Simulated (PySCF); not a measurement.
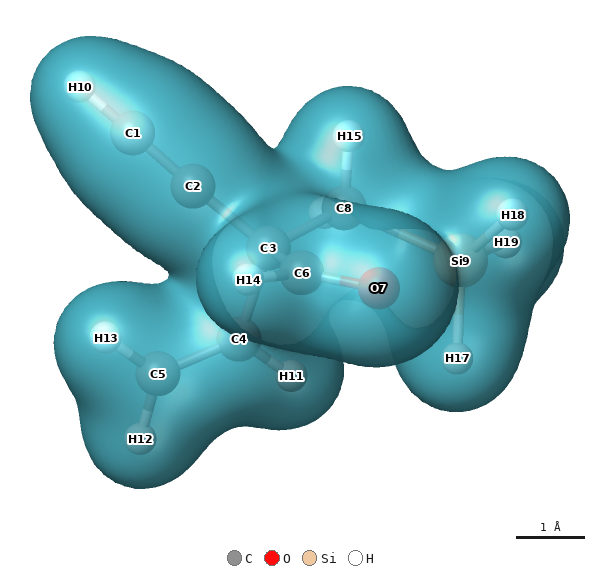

*C7H10OSi (SMILES C#C[C@](C=C)(C=O)C[SiH3]). Isosurface of the total electron density at 0.1 e/Å³ (cyan), seen across its widest extent.*

Geometry: GFN2-xTB.

Method: PBE0/pcSseg-1, SCF density, gas phase, non-relativistic (PySCF).

Input

```
{"job": {"kind": "nmr", "xc": "PBE0", "basis": "pcSseg-1"}, "charge": 0, "multiplicity": 1}
C     -1.890678     2.042861    -1.206280
C     -1.180091     1.238635    -0.676372
C     -0.273613     0.287412    -0.056590
C     -0.873933    -1.106188    -0.016301
C     -2.168891    -1.355375     0.044785
C     -0.136883     0.589489     1.415872
O      0.869120     0.408318     2.042506
C      1.087918     0.293103    -0.751574
Si     2.538797    -0.422567     0.274515
H     -2.515921     2.741006    -1.677685
H     -0.143774    -1.901799    -0.012782
H     -2.547361    -2.362990     0.072420
H     -2.902353    -0.565589     0.045212
H     -1.064469     0.942137     1.899589
H      1.331862     1.323596    -1.016997
H      0.990160    -0.251034    -1.691620
H      2.163305    -1.620988     1.021714
H      3.226186     0.598886     1.052706
H      3.480815    -0.869663    -0.770579
```

Launched as:

```sh
OMP_NUM_THREADS=1 python probes_run.py task.json out
```

How is the density connected at this value?

Answer. At this value the surface is in one piece. It bridges the sampled C–C (1.20 Å), C–O (1.20 Å), C–Si (1.92 Å) and C–H (1.05 Å) contacts, where the density stays above the isovalue. On the grid the lowest density along these lines, outside the cores, is 2.7 e/Å³ (C–C, 1.20 Å), 2.9 e/Å³ (C–O, 1.20 Å), 0.74 e/Å³ (C–Si, 1.92 Å) and 2 e/Å³ (C–H, 1.05 Å).
